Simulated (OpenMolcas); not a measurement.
**How methods differ on GaSiH4O (SMILES [SiH3][O][GaH])**

GaSiH4O has 7 atoms, charge 0, and is taken as a doublet. SMILES: `[SiH3][O][GaH]`. The shape is that of a PBE0-D4/def2-TZVP optimisation. This is one conformer, not always the lowest.

Each level gives the vertical ionisation energy (to the singlet cation) (eV). The values are calculated.

| level | kind | program | value (eV) | less CCSD(T)/cc-pVDZ | CPU time (all runs) |
| --- | --- | --- | --- | --- | --- |
| USVWN5/cc-pVDZ | LDA | OpenMolcas | 8.14 | +0.08 | 54 s |
| U-revPBE/cc-pVDZ | GGA | OpenMolcas | 8.05 | -0.01 | 80 s |
| UPBE/cc-pVDZ | GGA | OpenMolcas | 8.08 | +0.02 | 80 s |
| U-r2SCAN/cc-pVDZ | meta-GGA | OpenMolcas | 8.37 | +0.31 | 94 s |
| UM06-L/cc-pVDZ | meta-GGA | OpenMolcas | 7.96 | -0.10 | 97 s |
| UM06-2X/cc-pVDZ | hybrid meta-GGA | OpenMolcas | 8.36 | +0.30 | 85 s |
| UPBE0/cc-pVDZ | global hybrid | OpenMolcas | 8.31 | +0.25 | 66 s |
| ROCCSD(T)/cc-pVDZ | coupled cluster or CI | OpenMolcas | 8.06 | 0.00 | 79 s |

Differences are taken from ROCCSD(T)/cc-pVDZ for orientation; it has basis-set and higher-order errors of its own. All-electron rows without a relativistic Hamiltonian named are non-relativistic. The values span 7.96 to 8.37 eV. In the correlated wave-function rows the outer d shell of Ga is correlated, in sets not made for it. Times are those of the runs behind each value, whatever else they computed, on shared processors of several kinds: orders of magnitude only.

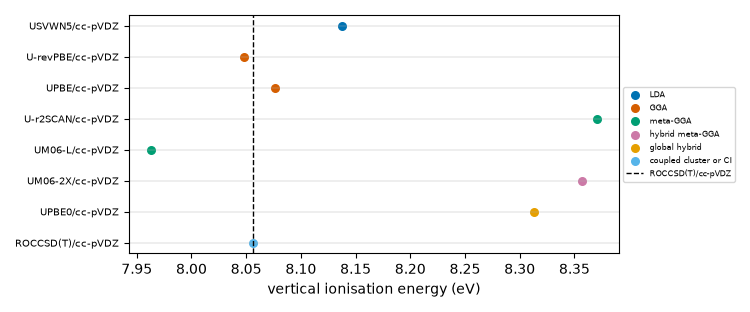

The values of the table, level by level.
